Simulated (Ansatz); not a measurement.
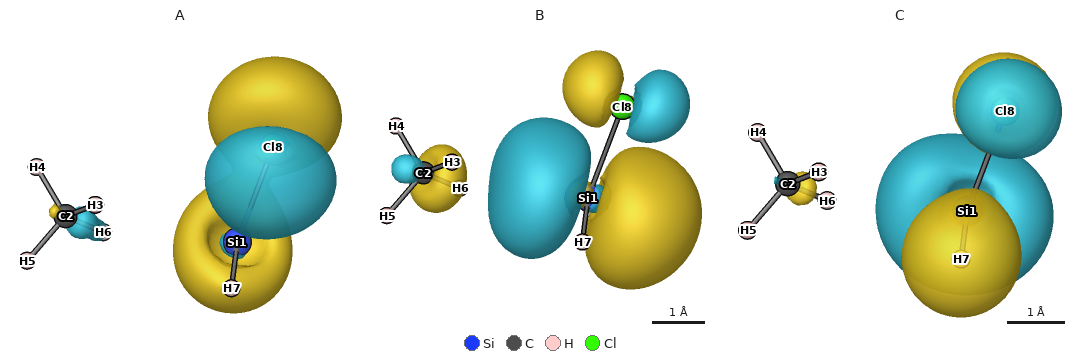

*ClHSi···CH$_{4}$. Three frontier orbitals at ±0.1 Å⁻³ᐟ² (yellow and cyan are the two phases), in no order.*

Method: RKS PBE/def2-mTZVP in Ansatz.

```yaml
atoms:
  - { symbol: Si, position_ang: [-0.1039, -0.0492, -1.1151] }
  - { symbol: C, position_ang: [1.3896, 0.0457, 1.8319] }
  - { symbol: H, position_ang: [0.3311, -0.1011, 2.0765] }
  - { symbol: H, position_ang: [1.9738, -0.8108, 2.1879] }
  - { symbol: H, position_ang: [1.7516, 0.9729, 2.2913] }
  - { symbol: H, position_ang: [1.5324, 0.1231, 0.7370] }
  - { symbol: H, position_ang: [-0.9759, 0.9866, -0.3689] }
  - { symbol: Cl, position_ang: [-1.3116, -1.7138, -0.6016] }
```

### Order the three orbitals by energy and name them.

A is the HOMO−1 (−8.03 eV). By Hirshfeld shares it lies mainly on Cl8 (about 75 %) and Si1 (about 20 %). C is the HOMO (−5.89 eV). By Hirshfeld shares it lies mainly on Si1 (about 60 %), Cl8 (about 20 %) and H7 (about 15 %). B is the LUMO (−3.66 eV). Its weight (Hirshfeld) is mainly on Si1 (about 75 %) and Cl8 (about 10 %).

### What is the HOMO–LUMO gap?

2.23 eV between the orbital energies.
